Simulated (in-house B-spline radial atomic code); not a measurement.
```
Z = 23
electrons = 15.0
configuration = [Ne] 3s2 3p3
hamiltonian = x2c
method = lc_wpbe
lmax = 9
rms_radius = 3.6002
spin_polarised = True
box_radius = 7.7
intervals = 67
```

Command:
```bash
python run_gw.py task.json out
```

All-electron spherical atom, scalar X2C, LC-wPBE start, no spin-orbit coupling, Breit or QED terms; computed with a B-spline radial code. The quasi-particle equation is solved at full frequency; levels of low quasi-particle weight Z are left out.

Parts of the G₀W₀ correction to each level for V⁸⁺:

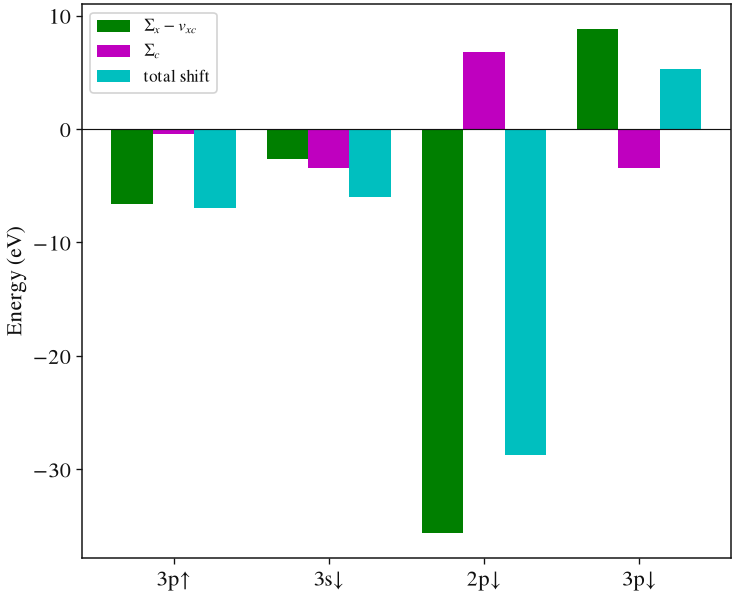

G₀W₀ moves the highest occupied level, 3p↑, from −197.71 to −204.70 eV (renormalisation factor Z = 0.97). The empty level 3p↓ goes from −179.21 to −173.89 eV.

| Level | Mean field (eV) | Σx − vxc (eV) | Σc (eV) | Z | G₀W₀ (eV) |
| --- | --- | --- | --- | --- | --- |
| 3p↑ | −197.71 | −6.58 | −0.40 | 0.97 | −204.70 |
| 3s↓ | −218.19 | −2.62 | −3.42 | 0.97 | −224.23 |
| 2p↓ | −681.22 | −35.58 | 6.83 | 0.95 | −709.98 |
| 3p↓ | −179.21 | 8.78 | −3.47 | 0.97 | −173.89 |
